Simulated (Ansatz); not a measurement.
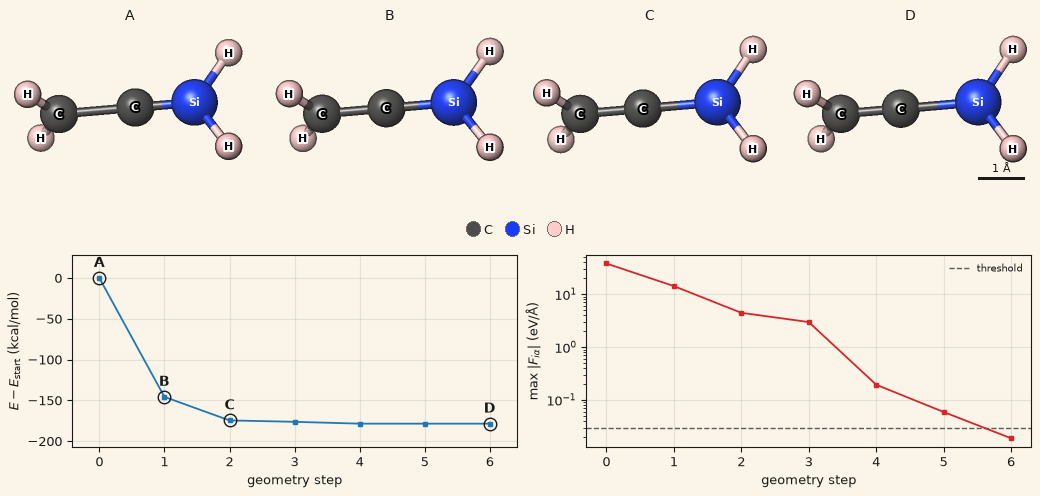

Frames of a relaxation of C$_{2}$H$_{4}$Si, marked on the history of the run. Style: ball-and-stick. Shown from a free direction.

It is one of the separated reactants of a reaction.

Theory: RKS PBE-D4/def2-SVP (Ansatz 0.2.0). Settings: force threshold 0.03 eV/Å; at most 250 steps.

Describe the path.

The energy falls by 178.5 kcal/mol in 6 geometry steps. Largest force component: 38 eV/Å at the start, 0.019 eV/Å at the end. A C atom moves most after the best rigid fit: 0.32 Å. Largest moves by element: C 0.32 Å, H 0.12 Å, Si 0.08 Å. Near-neighbour distances that change, for instance: C–Si 1.304 → 1.706 Å, C–C 1.683 → 1.322 Å, H–Si 1.420 → 1.492 Å, C–H 1.060 → 1.108 Å. The run took 6.5 s on 2 threads of Arm Neoverse V1 (shared host). From step 0 to 1: a C atom moves most (0.20 Å), energy −145.6 kcal/mol. From step 1 to 2: Si and H atoms move most (0.08 Å), energy −28.8 kcal/mol. From step 2 to 6: a C atom moves most (0.05 Å), energy −4.00 kcal/mol.

| step | E − E(0), kcal/mol | largest force component, eV/Å |
| --- | --- | --- |
| 0 | 0.00 | 38.2744 |
| 1 | -145.63 | 14.3097 |
| 2 | -174.45 | 4.4573 |
| 3 | -176.17 | 2.9840 |
| 4 | -178.43 | 0.1944 |
| 5 | -178.45 | 0.0591 |
| 6 | -178.45 | 0.0188 |
